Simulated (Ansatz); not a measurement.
Base system: SiC (space group P6_3mc, No. 186; a = 3.0941 Å, c = 10.1293 Å).

The change: a hydrostatic pressure of 2.1 GPa.

Level of theory: Ansatz (a quantum-chemistry and plane-wave program), PBE, PAW, cutoff 420 eV, no spin-orbit coupling.

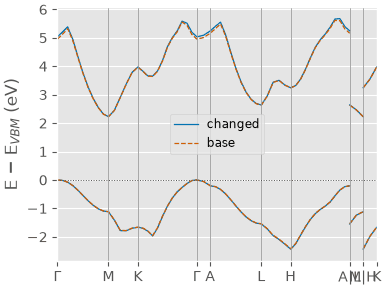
Figure: Highest valence and lowest conduction band along the path, each from its own valence-band maximum

From the figure, how large is the changed gap, and is it direct?

About 2.2 eV, indirect, Γ → M.

Load acts through the strain it causes; cell and atoms are relaxed under it. Stability against distortions was not tested.
